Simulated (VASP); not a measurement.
Energy against volume of SrTe (rock salt). Computed with PBE0 hybrid, VASP's PBE PAW potentials (set 64) (plane waves; VASP).

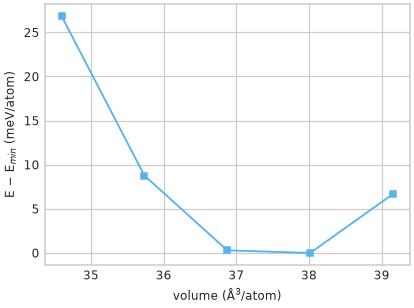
Figure: Energy against volume

Problem. Estimate the equilibrium volume and the bulk modulus.

Solution. The minimum lies near 37.5 Å³/atom, and the curvature gives B0 of about 35 GPa.

Measured: bulk modulus 39.5 GPa (computed value off by -12.3 %), a 6.659 Å (computed value off by +0.5 %), as given by S. C. Rakesh Roshan et al., ACS Applied Energy Materials (2021), arXiv:2110.13857. The calculation is for a static lattice, while the measured bulk modulus, a hold thermal and zero-point effects, which are part of the difference.

The compound is SrTe in the rock salt structure. It was relaxed first. The cell's shape comes from a PBE relaxation.
